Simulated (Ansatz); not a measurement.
One stationary structure of CdS. Space group F-43m (No. 216), zinc blende type. These are PBEsol (plane waves to 420 eV, PAW, scalar-relativistic; Ansatz, a program for electronic structure) values and carry that method's errors.

```cif
data_CdS
_chemical_formula_sum 'S1 Cd1'
_space_group_name_H-M_alt 'P 1'
_space_group_IT_number 1
_cell_length_a 4.11874
_cell_length_b 4.11874
_cell_length_c 4.11874
_cell_angle_alpha 60.000
_cell_angle_beta 60.000
_cell_angle_gamma 60.000
loop_
_space_group_symop_operation_xyz
  'x, y, z'
loop_
_atom_site_label
_atom_site_type_symbol
_atom_site_fract_x
_atom_site_fract_y
_atom_site_fract_z
_atom_site_occupancy
S1 S 0.75000 0.75000 0.75000 1
Cd1 Cd 0.00000 0.00000 0.00000 1
```

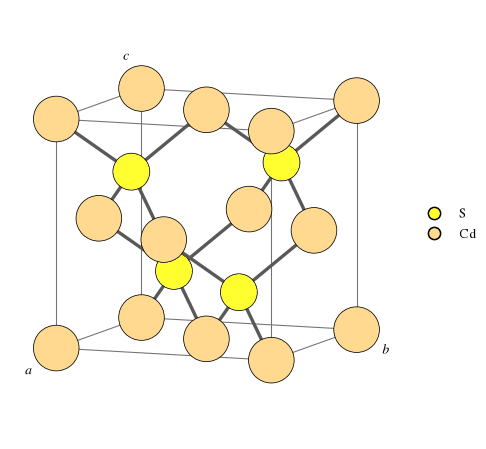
Figure. The conventional cell of the relaxed structure

```yaml
volume_per_atom: 24.70 Å³
density: 4.86 g/cm³
band_gap: 1.01 eV, direct at Γ (no spin-orbit coupling)
shortest_distances: Cd–S 2.52 Å
k-mesh: 10×10×10
```

Band energies at high-symmetry points (eV from the VBM; labels of this space group; no spin-orbit coupling), from −5 eV up to 4.0 eV:

| point | energies |
|---|---|
| Γ | 0.00 0.00 0.00 1.01 |
| X | -4.03 -1.92 -1.92 3.39 |
| U | -4.01 -2.60 -1.56 |
| K | -4.01 -2.60 -1.56 |
| L | -4.50 -0.77 -0.77 2.89 |
| W | -3.98 -2.33 -2.24 |

No spin polarisation in the result.

Measured for CdS: a 5.832 Å (room temperature; as listed in arXiv:1206.3780); gap 2.48 eV (0 K or low temperature; as listed in arXiv:1206.3780). Computed minus measured — a: PBEsol -0.1 %; gap: PBEsol -1.47 eV. The computed values are for a static lattice, and a measured gap can be an optical one, lowered by exciton binding.

The run could not lose the symmetry of its start; a randomly shaken copy of 2 atoms returns to this structure.

All atoms sit on sites fixed by symmetry, so only the cell could relax.
